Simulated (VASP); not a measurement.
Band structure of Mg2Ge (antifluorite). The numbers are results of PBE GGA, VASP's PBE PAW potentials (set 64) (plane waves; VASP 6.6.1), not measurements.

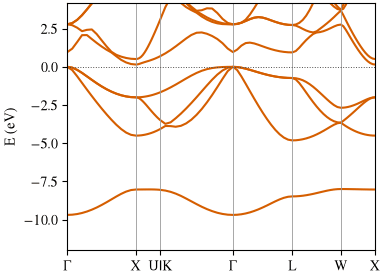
Bands along high-symmetry lines, zero at the valence-band maximum or, without a gap, the Fermi level

Problem. Read the plot: is there a gap, and where are the band edges?

Solution. The gap is indirect, 0.15 eV, from the valence maximum at Γ to the conduction minimum at X. (Edges off the drawn lines would not show.)

Measured: gap 0.74 eV (computed value off by -0.59 eV), as given by Byungki Ryu et al., Journal of the Korean Physical Society (2019), arXiv:1905.06140.

The compound is Mg2Ge in the antifluorite structure. It was relaxed first.
